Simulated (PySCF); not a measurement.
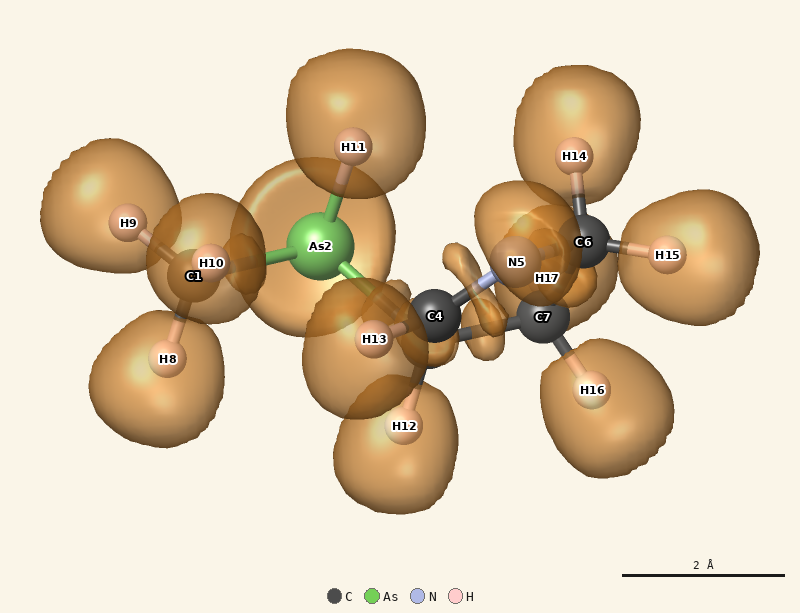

C$_{5}$H$_{10}$AsN. Isosurface of the electron localisation function at 0.85 (orange), seen from one side. Only the valence region is drawn (cores and ρ < 0.01 e/Å³ removed).

Geometry: GFN2-xTB.

These are results of wB97X-D/def2-SVPD, SCF density, gas phase (PySCF), not measurements.

| atom | x (Å) | y (Å) | z (Å) |
| --- | --- | --- | --- |
| C | 2.7193 | -0.1333 | 0.3795 |
| As | 1.1223 | -1.2839 | 0.5309 |
| C | -0.1334 | -0.2322 | -0.6409 |
| C | -0.2258 | 1.1763 | -0.1742 |
| N | -1.2683 | 1.4819 | 0.4677 |
| C | -2.1323 | 0.3265 | 0.5515 |
| C | -1.5825 | -0.7014 | -0.4592 |
| H | 3.1095 | -0.1822 | -0.6376 |
| H | 3.4941 | -0.4991 | 1.0527 |
| H | 2.5044 | 0.9029 | 0.6291 |
| H | 0.6428 | -0.6543 | 1.8119 |
| H | 0.2303 | -0.3202 | -1.6696 |
| H | 0.5474 | 1.9112 | -0.3425 |
| H | -2.0844 | -0.0534 | 1.5793 |
| H | -3.1613 | 0.6285 | 0.3506 |
| H | -2.1295 | -0.6295 | -1.4022 |
| H | -1.6597 | -1.7257 | -0.0883 |

**What do the ELF domains correspond to?**

At this value the surface marks out two regions between bonded As–C atoms (shared pairs), three regions between bonded C–C atoms (shared pairs), two regions between bonded C–N atoms (shared pairs), ten regions around hydrogen nuclei, one lobe on As, pointing away from the bonds (lone pairs) and one lobe on N, pointing away from the bonds (lone pairs). Profiles from the grid: C–N (1.26 Å): the ELF peaks at about 0.90 between the atoms (a multiple bond). C–C (1.49 Å): the ELF peaks at about 0.95 between the atoms, as expected for localised, covalent bonding.
